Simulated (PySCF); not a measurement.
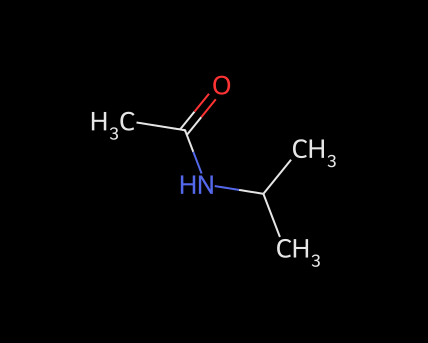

Skeletal drawing of a molecule.

Question: Give its SMILES.

Answer: CC(=O)NC(C)C

Question: Give the formula, hydrogens included.

Answer: C5H11NO.

The parts below concern this one geometry. Atoms keep their numbers from picture to picture. The geometry was computed by an optimisation with GFN2-xTB. No frequency run is at hand to confirm it as a minimum.

### Shape

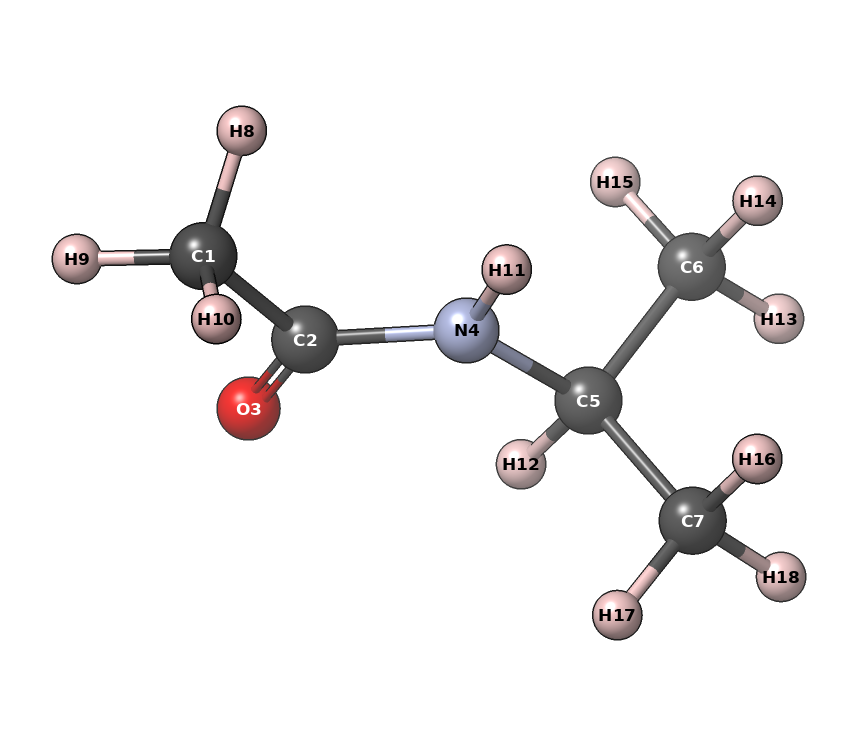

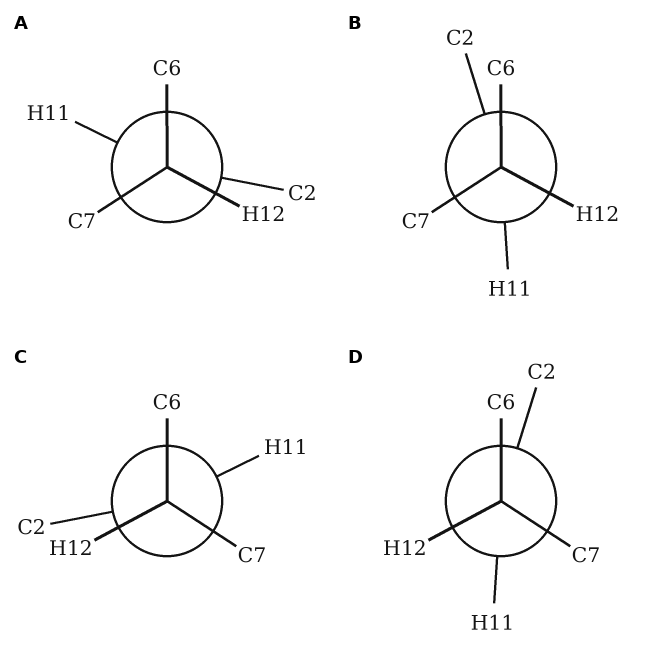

Distant atoms are faded towards the background colour. Bonds that would overlap in a projection are set slightly apart. No frequency run is at hand to confirm it as a minimum.

Question: Which Newman projection shows the view along C5–N4, with C5 in front?

Answer: A. The torsion angle C6–C5–N4–C2 is 115°, anticlinal.

### NMR shielding

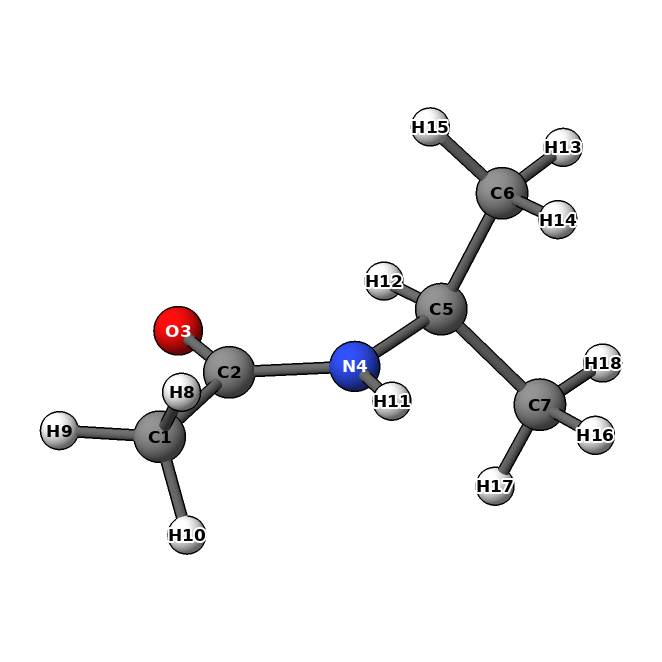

The questions are on isotropic NMR shieldings of the C atoms. No frequency run is at hand to confirm it as a minimum. Level of theory: GIAO PBE0/pcSseg-1 NMR shielding, non-relativistic, gas phase (PySCF 2.14.0).

Question: Which C atom is the most shielded (lowest chemical shift)?

Answer: C1 (162.3 ppm).

Question: Which C atom is the least shielded (highest chemical shift)?

Answer: C2 (19.8 ppm).

Question: How wide is the range of C shifts?

Answer: 142.5 ppm.

Give the isotropic NMR shieldings of the C atoms atom by atom.

| atom | σ (ppm) |
| --- | --- |
| C1 | 162.3 |
| C2 | 19.8 |
| C5 | 145.7 |
| C6 | 160.7 |
| C7 | 161.2 |

### Bond orders

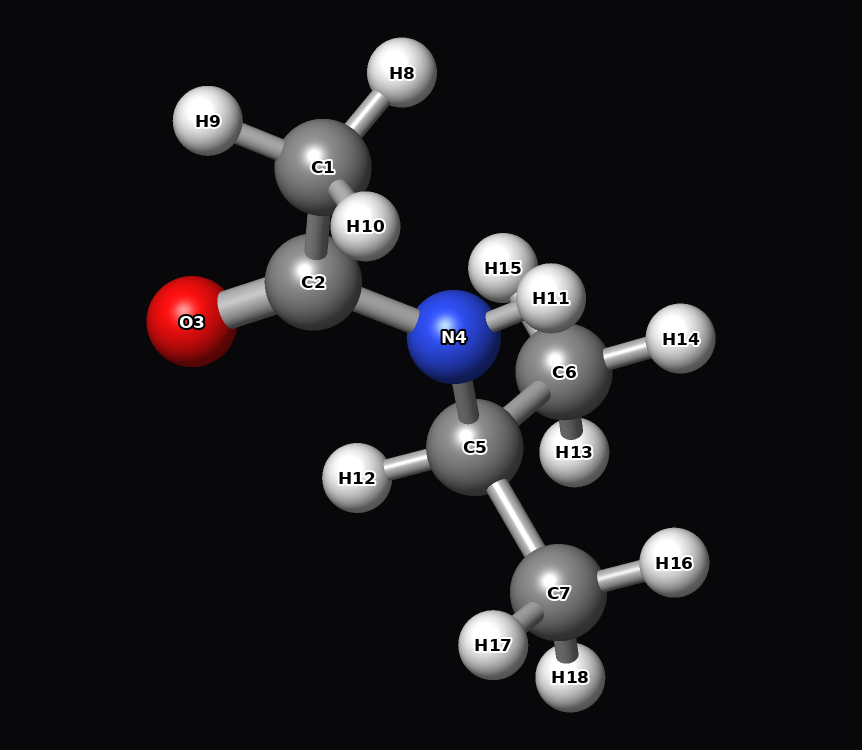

The thickness of each stick grows with its Mayer bond order. No frequency run is at hand to confirm it as a minimum. Level of theory: PBE0/pcSseg-1 (PySCF 2.14.0).

Question: Which bond between heavy atoms has the highest Mayer bond order?

Answer: C2–O3, 1.91, at a length of 1.212 Å.

List the Mayer bond orders of C1–C2, C2–O3, C2–N4, N4–C5, C5–C6, C5–C7 (bonds between heavy atoms, one of each equivalent set). Atoms whose distances differ by more than 0.02 Å in this geometry are listed apart.

| bond | Mayer order | length (Å) |
| --- | --- | --- |
| C1–C2 | 0.99 | 1.517 |
| C2–O3 | 1.91 | 1.212 |
| C2–N4 | 1.16 | 1.353 |
| N4–C5 | 0.86 | 1.449 |
| C5–C6 | 1.04 | 1.528 |
| C5–C7 | 1.04 | 1.527 |

### Dipole moment

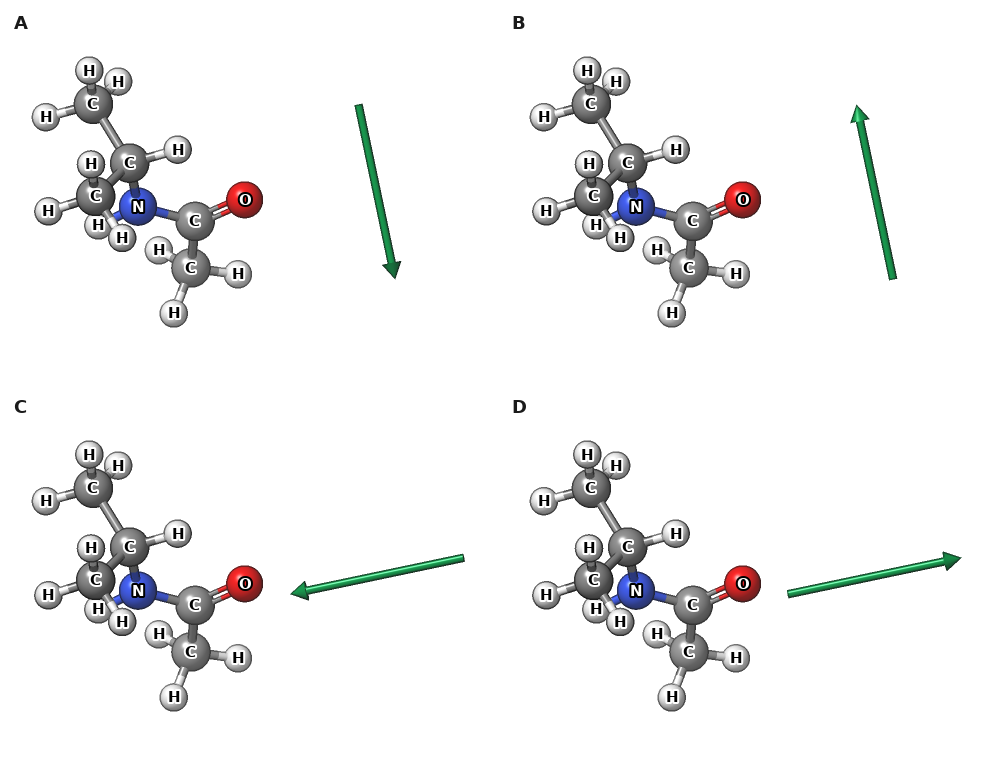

The same molecule four times, each with an arrow. No frequency run is at hand to confirm it as a minimum. Method: PBE0/pcSseg-1, gas phase (PySCF 2.14.0).

Question: Which arrow points along the dipole moment, from the negative to the positive end?

Answer: C. The dipole moment is 3.73 D.
